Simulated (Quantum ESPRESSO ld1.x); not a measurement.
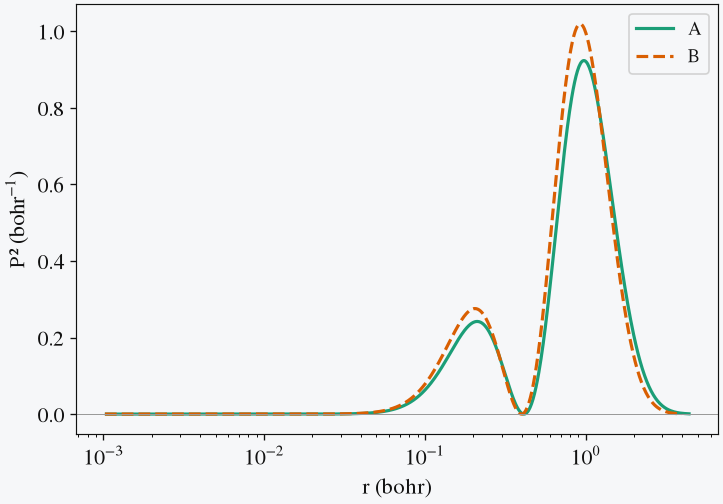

Two nuclei with the same 46 electrons, [Kr] 4d10, were computed: Cd²⁺; In³⁺. Computed with Quantum ESPRESSO ld1.x 7.5: Dirac Kohn-Sham, PBEsol, spin-unpolarised, spherical densities, point nucleus.

The plot shows P² of the 4d3/2 orbital in both runs (large components where relativistic).

Which curve belongs to which run?

A is Cd²⁺ (⟨r⟩ = 1.24 bohr, eigenvalue −30.9 eV); B is In³⁺ (⟨r⟩ = 1.14 bohr, eigenvalue −48.4 eV). The larger nuclear charge pulls the orbital in.
